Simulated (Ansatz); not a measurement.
Start from ZnO in the wurtzite structure (space group P6_3mc, No. 186; a = 3.1869 Å, c = 5.1526 Å). Axes: x lies along a and z along c of the hexagonal cell.

The change: uniaxial strain ε_xx = +2.40 %, all other strain components held at zero; the atoms relax in the strained cell.

All numbers come from LDA (Ansatz, a first-principles code, PAW, scalar-relativistic without spin-orbit coupling).

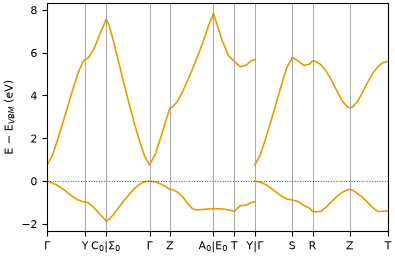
Highest valence and lowest conduction band along the path of the changed cell's own zone

Q: From the figure, how large is the changed gap, and is it direct?

A: About 0.8 eV, direct at Γ.

Semilocal Kohn–Sham gaps tend to fall short of experiment. Whether these cells are dynamically stable was not tested. k-point labels follow each cell's own Brillouin zone.
